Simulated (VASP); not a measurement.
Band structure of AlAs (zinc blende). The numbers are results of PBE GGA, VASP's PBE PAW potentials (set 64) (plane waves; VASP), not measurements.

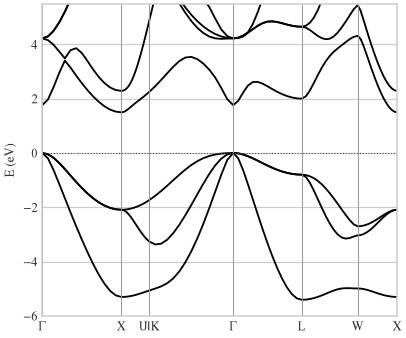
*Bands along high-symmetry lines, zero at the valence-band maximum or, without a gap, the Fermi level*

Q: Read the plot: is there a gap, and where are the band edges?

A: The gap is indirect, 1.50 eV, from the valence maximum at Γ to the conduction minimum at X. (Edges off the drawn lines would not show.)

Measured: gap 2.28 eV (computed value off by -0.78 eV), as given by Wei Chen et al., Physical Review Materials (2018), doi:10.1103/physrevmaterials.2.073803 [zero-point renormalisation of 0.04 eV added back (the table's ZPR column)].

The compound is AlAs in the zinc blende structure. It was relaxed first.
